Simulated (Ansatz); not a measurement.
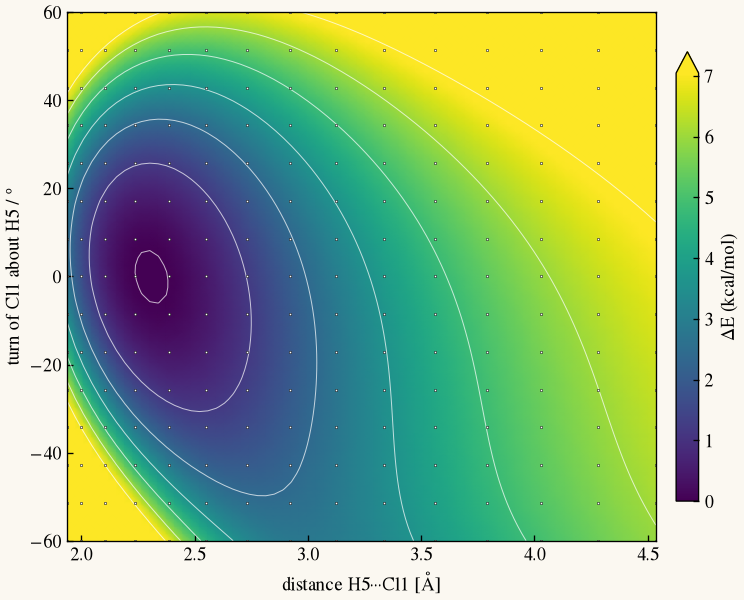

The pair Cl···H₃N, charge −1. The turn is about an axis along (0.74, 0.67, −0.06) in the frame of the relaxed pair, normal to the line between the partners. Coordinates scanned: (1) distance H5···Cl1; (2) turn of Cl1 about H5. Grid: 15 × 15 points. Points are written as (first, second). Energies are in kcal/mol, from the lowest grid point. Computed with RKS PBE-D4/def2-TZVPD (Ansatz 0.2.0).

Drawn: a smooth colour map with a few white contour lines, dots at the grid points, one colour for all values above the top of the scale. Between grid points the surface is interpolated.

The lowest grid point is at (2.237 Å, 0.0°). It is the only kind of minimum in the scanned range. The highest grid point, (1.936 Å, −60.0°), lies 26.4 kcal/mol above the lowest. Round the minimum the valley is somewhat tilted: raising distance H5···Cl1 shifts the best value of turn of Cl1 about H5 downwards (coupling k₁₂/√(k₁₁k₂₂) about 0.2).

The level of theory is changed to RKS PBE0-D4/def2-TZVPD (Ansatz 0.2.0); with it change the reference geometry, relaxed at the new level; the new grid has 15 × 15 points.

> What does this change do to the map?

The minimum (interpolated where it lies between grid points) moves from about (2.306 Å, 0°) to about (2.337 Å, 0°). The curvature at the minimum changes by less than a tenth (about 1) eV/Å² along distance H5···Cl1 and by less than a tenth (about 0.51) eV/rad² along turn of Cl1 about H5.

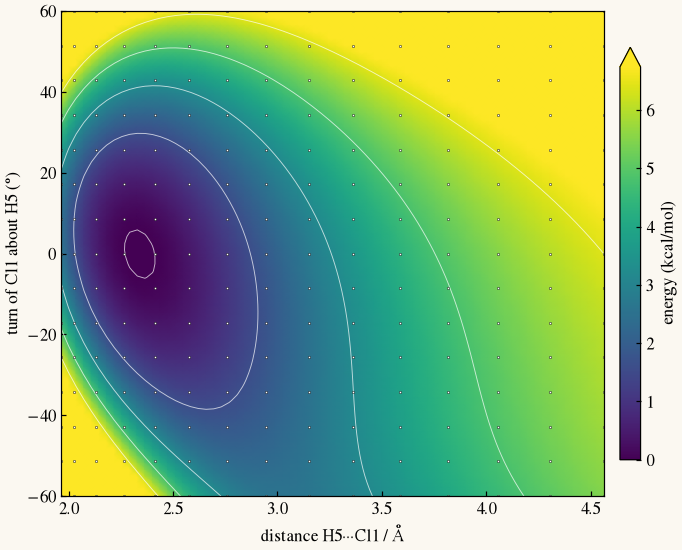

The map after the change, on a colour scale of its own. The picture shows a smooth colour map with a few white contour lines, dots at the grid points, one colour for all values above the top of the scale. Between grid points the surface is interpolated.
